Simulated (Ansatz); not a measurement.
The figure comes from a scan of Al$_{2}$ZnSe$_{4}$ (space group I-4): the cell is scaled evenly about its relaxed volume V₀. These are PBEsol (plane waves to 420 eV, PAW, scalar-relativistic; Ansatz, a program for electronic structure) values and carry that method's errors. k mesh 9×9×9 (Γ-centred), Fermi-Dirac smearing 0.05 eV. Stress and pressure are positive under compression. Al2ZnSe4 was relaxed with its symmetry unable to fall. 

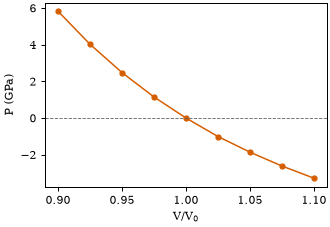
*P (GPa) against V/V₀; markers are the computed points, lines only join them.*

Turn the plot into a table (rounded to what can be read).

To the nearest 0.2:

```tsv
V/V₀	P (GPa)
0.900	5.8
0.925	4.0
0.950	2.4
0.975	1.2
1.000	0.0
1.025	-1.0
1.050	-1.8
1.075	-2.6
1.100	-3.2
```

(A scan under strain: stresses follow from slopes of the energy per volume, elastic moduli from its curvatures.)
